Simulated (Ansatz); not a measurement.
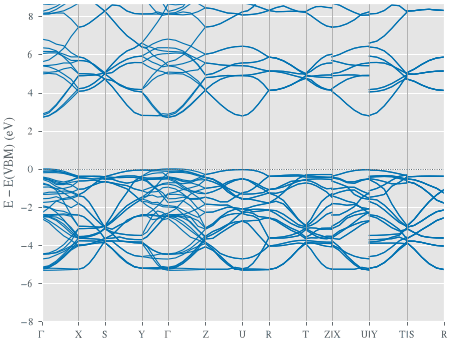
*Band structure from PBEsol (plane waves, PAW; program Ansatz)*

Q: Read off the gap and where the band edges lie.

A: About 2.7 eV (2.69 eV by a search for the band edges); maximum on the Γ–Z line, 17 % of the way from Γ, minimum at Γ.

The material is NaTaO$_{3}$ in space group Pnma (No. 62; Na on 4c, Ta on 4b, O on 8d, O on 4c).

The workflow started from a Materials Project entry (that database holds measured and hypothetical structures alike); the Crystallography Open Database files this formula in space group No. 62, but the cells were not matched. Its standing as an ambient phase is unchecked. The cell was relaxed with PBEsol under the symmetry of its start; phonons on a q-mesh show no instability. The run is not spin-polarised. Spin–orbit coupling is left out wherever it is not named.

Potentials: the later of the program's two PAW sets.
